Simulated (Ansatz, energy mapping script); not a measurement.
**TiI2 in the CdI2 structure: exchange against U, a fit and a prediction**

The largest fitted coupling of TiI2 in the CdI2 structure was obtained at several values of U. Fit a simple law to all rows but one, and predict the row left out.

Method: PBEsol+U; plane waves, U on orthogonalised atomic orbitals unless named otherwise, collinear spin, no spin–orbit coupling, in Ansatz 0.2.0.

## (1) Starting point

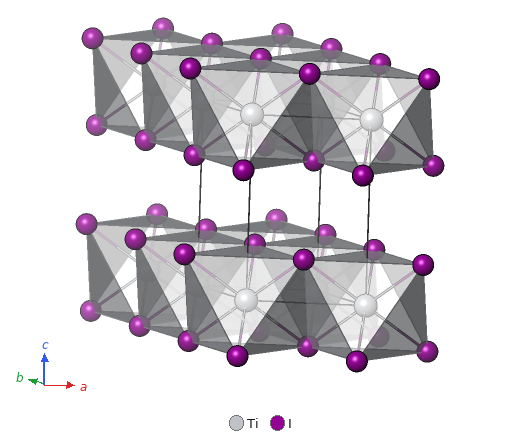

Start, viewed slightly off an axis; titanium light grey, iodine purple. 1×2×1 cells are drawn. Some periodic images of atoms are drawn too.

Structure file:

```cif
data_structure
_symmetry_space_group_name_H-M 'P-3m1'
_symmetry_Int_Tables_number 164
_cell_length_a 4.1187
_cell_length_b 4.1187
_cell_length_c 6.4254
_cell_angle_alpha 90.000
_cell_angle_beta 90.000
_cell_angle_gamma 120.000
_cell_volume 94.40
loop_
_atom_site_label
_atom_site_type_symbol
_atom_site_symmetry_multiplicity
_atom_site_Wyckoff_symbol
_atom_site_fract_x
_atom_site_fract_y
_atom_site_fract_z
_atom_site_occupancy
Ti1 Ti 1 a 0.00000 0.00000 0.00000 1
I1 I 2 d 0.33333 0.66667 0.25549 1
```

This cell was built for the study (CdI2 prototype, lattice guessed from radii), not taken from an experiment; the compound need not form in this structure.

The cell was relaxed beforehand in Ansatz under PBEsol with U = 3 eV on Ti d, ortho-atomic projectors, D3(BJ) dispersion, from parallel moments.

## (2) One run of the series

input.yaml

```yaml
crystal:
  lattice:
    - [-4.118727608, 0.0, 0.0]
    - [0.0, 7.13384548, 0.0]
    - [2.059363804, -3.56692274, -6.425441248]
  atoms:
    - { symbol: Ti, position: [0.0, 0.0, 0.0], spin: 1.0 }
    - { symbol: Ti, position: [0.5, 0.5, 0.0], spin: -1.0 }
    - { symbol: I, position: [0.872254444, 0.205587777, 0.744508887] }
    - { symbol: I, position: [0.372254444, 0.705587777, 0.744508887] }
    - { symbol: I, position: [0.127745556, 0.794412223, 0.255491113] }
    - { symbol: I, position: [0.627745556, 0.294412223, 0.255491113] }
magnetization:
  spin_polarized: true
kpoints:
  mp_grid: { grid: [7, 5, 7] }
hamiltonian:
  xc: pbesol
  hubbard:
    sites:
      - { species: Ti, l: d, u_eff: 1.2 }
      - { site: 0, l: d, u_eff: 1.2, starting_ns: [{ spin: up, occupation_matrix: ti1_major }, { spin: down, occupation_matrix: ti1_minor }] }
      - { site: 1, l: d, u_eff: 1.2, starting_ns: [{ spin: up, occupation_matrix: ti1_minor }, { spin: down, occupation_matrix: ti1_major }] }
    projectors: ortho-atomic
    occupation_matrices:
      ti1_major:
        matrix:
          - [0.109, 0.0, 0.0, 0.0, 0.0]
          - [0.0, 0.537, 0.0, 0.0, -0.371]
          - [0.0, 0.0, 0.537, -0.371, 0.0]
          - [0.0, 0.0, -0.371, 0.616, 0.0]
          - [0.0, -0.371, 0.0, 0.0, 0.616]
      ti1_minor:
        matrix:
          - [0.044, 0.0, 0.0, 0.0, 0.0]
          - [0.0, 0.115, 0.0, 0.0, 0.056]
          - [0.0, 0.0, 0.115, 0.056, 0.0]
          - [0.0, 0.0, 0.056, 0.078, 0.0]
          - [0.0, 0.056, 0.0, 0.0, 0.078]
scf:
  occupations: { method: fermi_dirac, width: 0.05 }
output:
  eigenvalues: true
```

Started as:

```
$ ansatz run input.yaml --threads 4 --pin off --max-ram 8192MiB --backend cpu --events-out ev --progress --plain --runs-dir out
```

Numbers of over 12 decimals in the logs are rounded to 6 here.

The log of the run:

```text
Engine: ansatz 0.2.0, aarch64-unknown-linux-gnu
Pseudopotentials: kind: paw
Pseudopotential: Ti, paw, valence charge 12, recommended cutoff 420 eV (normal), Ti.paw.azcp
Pseudopotential: I, paw, valence charge 17, recommended cutoff 420 eV (normal), I.paw.azcp
Functional definition: PBEsol
  exchange = pbesol_x
  correlation = pbesol_c
Crystal: 6 atoms, lattice volume = 188.795 Å³
Basis set: ecut = 420 eV, 3641 PW (Γ)
[...]
k-point 0 ↑: bands = [... 42 lower, 6.7912, 7.1149, 7.9912, 8.3016, 9.4049, 10.0624, 10.4292, 10.6801, ... 7 higher]
  k-point 1 ↑: bands = [... 42 lower, 6.7485, 6.7857, 7.9932, 8.3032, 9.4142, 10.0539, 10.4733, 10.6913, ... 7 higher]
  k-point 2 ↑: bands = [... 42 lower, 6.6389, 6.6546, 7.9966, 8.3062, 9.4162, 10.0335, 10.5738, 10.6899, ... 7 higher]
  k-point 71 ↓: bands = [... 42 lower, 5.8362, 6.0469, 8.1424, 8.3796, 9.6005, 10.4257, 10.6362, 10.7398, ... 7 higher]
Occupation matrices written to <dir>
[key lines of the parts left out:]
SCF converged after 16 iterations
Magnetization: 0.0000 μB (46.0000 up, 46.0000 down)
Free energy (F): -34679.416790 eV
Fermi energy:    9.006273 eV
```

Wall time 22 s (4 threads of Arm Neoverse V2, shared host); peak memory 1.4 GiB; 88 s of CPU time.

At each step 4 orders with opposed moments are measured from the parallel order and fitted to E = −Σ J e·e over ordered pairs of unit vectors. The series follows the Ti–Ti pairs, 4.12 Å apart in the run shown.

## (3) The series

| U (eV) | J (meV) | largest moment (μB) |
| --- | --- | --- |
| 1.2 | -2.24 | 1.64 |
| 1.8 | -1.88 | 1.66 |
| 2.7 | -1.39 | 1.68 |
| 3.6 | ? | ? |
| 4.8 | -0.701 | 1.70 |

Wanted: J at U = 3.6.

## (4) The fit

The simplest form of superexchange, t²/(U + Δ), with Δ an offset, makes 1/|J| a straight line in U. Fitted as straight lines, ln|J| holds these rows better than 1/|J|, so take it as an empirical form: ln|J| = a + b U.

| x | y | x − x̄ | y − ȳ | fit |
| --- | --- | --- | --- | --- |
| 1.2 | 0.8065 | -1.43 | 0.454 | 0.8156 |
| 1.8 | 0.6313 | -0.825 | 0.278 | 0.6208 |
| 2.7 | 0.3293 | 0.0750 | -0.0236 | 0.3286 |
| 4.8 | -0.3552 | 2.17 | -0.708 | -0.3532 |

With x̄ = 2.625 and ȳ = 0.3530, least squares gives b = Σ(x − x̄)(y − ȳ)/Σ(x − x̄)² = -0.3247 and a = ȳ − b x̄ = 1.205. At x = 3.6 the line gives y = 0.03640, so J = -1.04 meV.

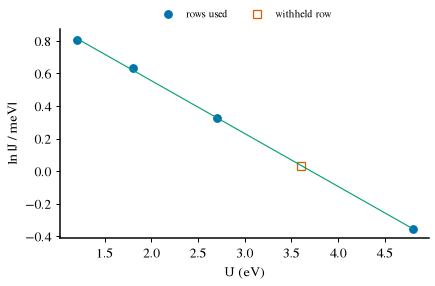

The straight-line fit, with the withheld step beside it.

## (5) Results

```yaml
j_predicted_by_the_fit: -1.04 meV
j_of_the_withheld_step: -1.03 meV
```

In words: The fit predicts -1.04 meV and the withheld step gave -1.03 meV, a miss of 0.01 meV. The line holds the rows used within 1 % of the largest J. J shrinks by a factor of 1.38 for each eV of U on average over this range. The orders cannot split some shells, so J is a sum: the value at 4.12 Å holds J(4.12) + J(8.24) and the value at 7.13 Å holds J(7.13) − J(8.24). The series was picked because its coupling changes steadily; 1 further step is left out of the fit, since the number of shells taken differs there or no usable fit came out; their first fits give -2.32 meV for this pair, which the law need not meet. The cell was built from a prototype and relaxed; a distortion that needs a larger cell, or another structure that the compound may prefer, is not captured.

[Logs and program files are shortened in this print: banners, set-up blocks, solver, clock and traceback lines can be left out without a mark of their own.]

[Logs are printed without paths, hosts, clocks, repeated set-up lines and the standing remarks that a program may print on its own settings, such as how far it seeks lower states.]

[Hosts, paths, dates, database ids (printed as entryN), source tags and the programs' standing remarks are cut or masked in the printed files.]

[Where a cell is said to come from a database of computed structures, the database is the Materials Project.]
